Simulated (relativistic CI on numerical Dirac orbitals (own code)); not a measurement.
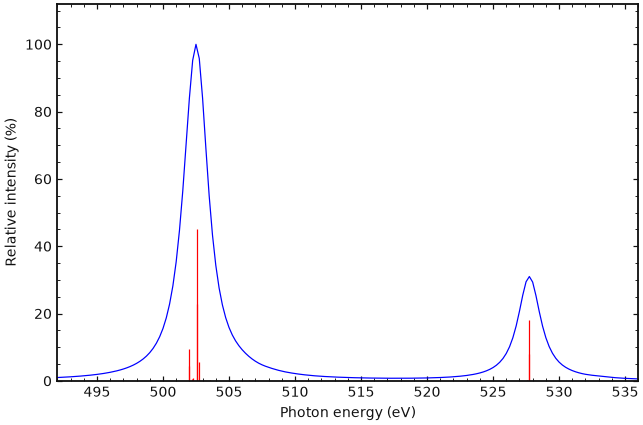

M₂,₃ X-ray absorption of Rh³⁺, [Kr] 4d⁶, in a field of D3d symmetry with 10Dq = 27,700, Dσ = 1,190, Dτ = −230 cm⁻¹. Sticks are the strongest transitions, on a scale of their own. Multiplet model: relativistic Dirac–Coulomb–Breit theory, one configuration a step, Slater integrals scaled by 0.8, 300 K, Voigt broadening (Lorentzian 2 eV, Gaussian 0.4 eV full widths), computed with a radial Dirac CI code.

Question: Give the peaks, the centroid and the ground-state spin.

Answer: The main maxima lie at 502.5 eV (100) and 527.7 eV (31), heights in % of the largest; the centroid is at 508.3 eV. The lower edge holds 0.77 of the intensity (branching ratio, edges parted at 520 eV), and the core spin-orbit splitting of the orbitals is 25.3 eV. The ground state has S = 0.05.

Caveat: free-ion energies, so absolute edge positions are off by a few eV from solids.
